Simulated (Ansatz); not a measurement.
```
Mg Pb O
1.0
     5.48232    0.00000   -0.14973
     0.00000    3.34058    0.00000
    -0.16451    0.00000    6.00188
Mg Pb O
3 1 4
Direct
  0.50983 0.50000 0.16519
  0.99374 0.50000 0.85656
  0.01217 0.00000 0.33257
  0.50706 0.00000 0.64432
  0.02438 0.00000 0.67617
  0.14371 0.50000 0.17741
  0.63494 0.50000 0.86978
  0.65777 0.00000 0.27801
```

Space group Pm; a structure from a database of computed crystals, not necessarily the ambient phase; started from the Al3GaN4-6 prototype, which need not be the ambient phase.

All numbers below come from Ansatz, DFT, r2SCAN+rVV10, plane waves, PAW.

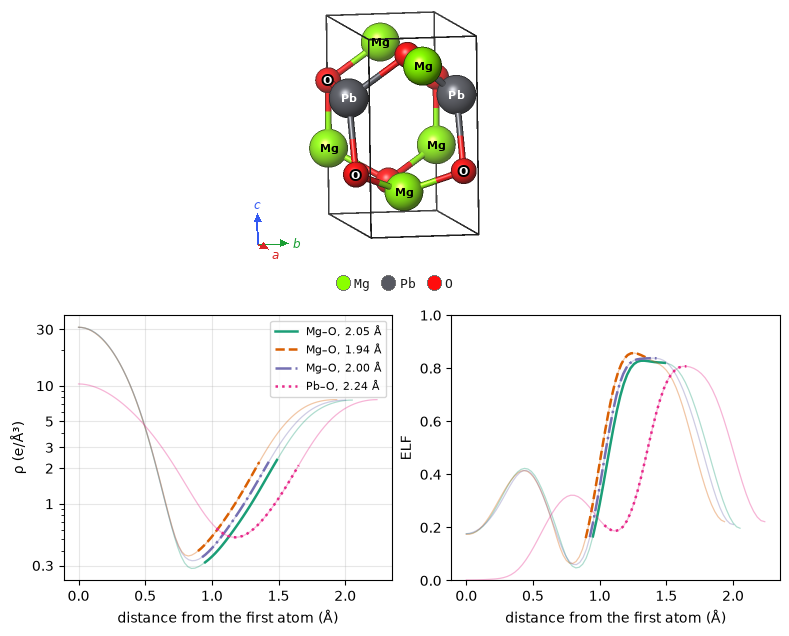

Mg3PbO4. Valence pseudo-density and electron localisation function along straight lines between neighbouring atoms. Thin, pale parts lie inside the atomic spheres. The structure is drawn too.

In a PAW calculation such maps are meaningful between the atoms, not at the nuclei.

Compare the contacts.

Mg–O (2.05 Å): ρ at the midpoint is about 0.38 e/Å³; the ELF peaks at about 0.85 in the valence shell of O, 0.7 Å from its nucleus, and is about 0.35 at the midpoint: a largely ionic contact.
Mg–O (1.94 Å): ρ is about 0.48 e/Å³ halfway; the ELF peaks at about 0.85 in the valence shell of O, 0.7 Å from its nucleus, and is about 0.35 at the midpoint; an ionic contact with no shared pair.
Mg–O (2.00 Å): ρ at the midpoint is about 0.42 e/Å³; the ELF peaks at about 0.85 in the valence shell of O, 0.6 Å from its nucleus, and is about 0.35 at the midpoint: a closed-shell, largely ionic contact.
Pb–O (2.24 Å): ρ at the midpoint is about 0.54 e/Å³; the ELF peaks at about 0.80 in the valence shell of O, 0.6 Å from its nucleus, and drops to about 0.20 between the two atoms.
